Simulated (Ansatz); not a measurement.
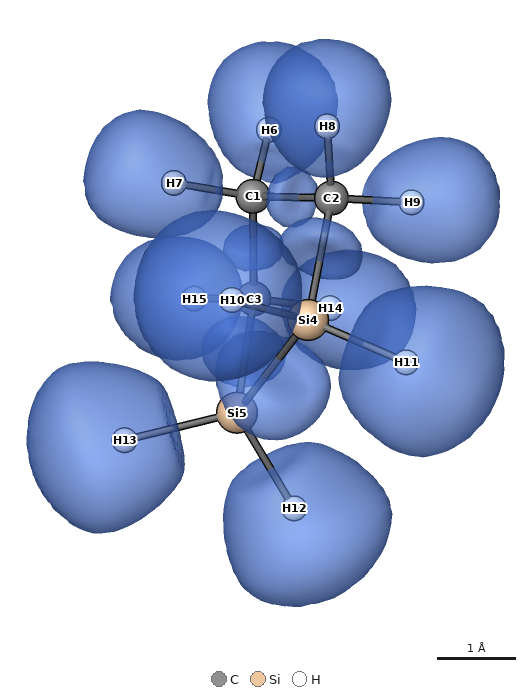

The picture shows: C₃H₁₀Si₂. Isosurface of the electron localisation function at 0.85 (blue), seen at an oblique angle. Core shells and regions of very low density are left out.

Geometry: PBE0-D3(BJ)/def2-SVP.

The calculation used isolated molecule in a Gaussian basis; Kohn-Sham density functional theory, functional PBE0 in Ansatz.

```xyz
15

C    -0.0659    0.6419   -0.1857
C    -0.5914   -0.6235   -0.8799
C     1.3235    0.4244    0.4320
Si    0.7279   -1.2520   -2.1090
Si    2.4921   -0.2897   -0.8987
H    -0.7791    0.9782    0.5867
H    -0.0122    1.4651   -0.9217
H    -1.5609   -0.4431   -1.3705
H    -0.7585   -1.4183   -0.1313
H     0.5429   -0.6551   -3.4696
H     0.7337   -2.7415   -2.2431
H     3.5119   -1.2258   -0.3328
H     3.2070    0.7938   -1.6448
H     1.2568   -0.3138    1.2509
H     1.7192    1.3521    0.8749
```

Q: Identify the bonds, lone pairs and shells in this picture.

A: At this value the surface marks out two regions between bonded C–C atoms (shared pairs), two regions between bonded C–Si atoms (shared pairs), one region between bonded Si–Si atoms (shared pairs) and ten regions around hydrogen nuclei. Along the contacts the grid gives the following. C–C (1.54 Å): the ELF peaks at about 0.95 between the atoms: a covalent bond. C–Si (1.91 Å): the ELF peaks at about 0.95 between the atoms, as expected for localised, covalent bonding.
